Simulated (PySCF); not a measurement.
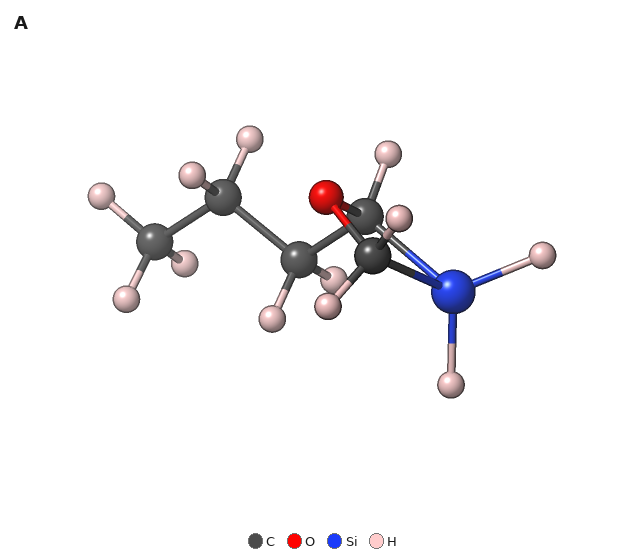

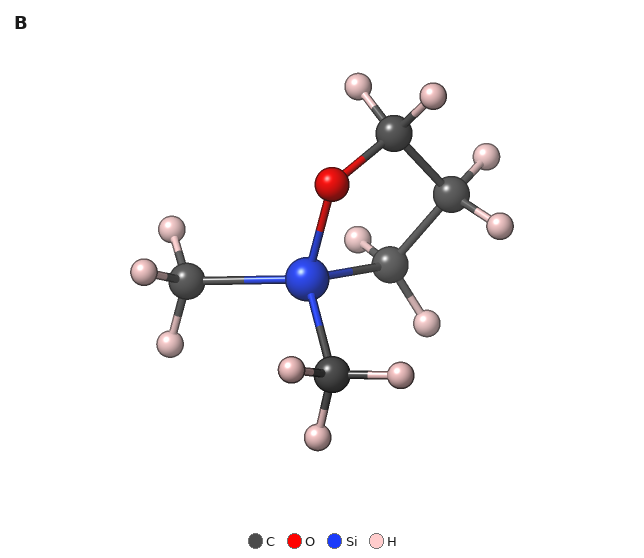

2 stationary structures of one formula. Geometries: GFN2-xTB. Electronic energies: PBE0/pcSseg-1 (PySCF 2.14.0), without zero-point energy. No frequency run is at hand to confirm each as a minimum. Each is one conformer, not always the lowest.

Question: Are they conformers, stereoisomers or constitutional isomers?

Answer: They are constitutional isomers of C5H12OSi: A `CCC[C@H]1OC[SiH2]1`, B `C[Si]1(C)CCCO1`.

Question: Which structure is the most stable?

Answer: B is lowest; A lies 70.4 kcal/mol above it.

The geometry is semi-empirical. Around Si such bond lengths and angles can be off by a tenth of an ångström or more and by several degrees, and values that hang on the shape move with them.
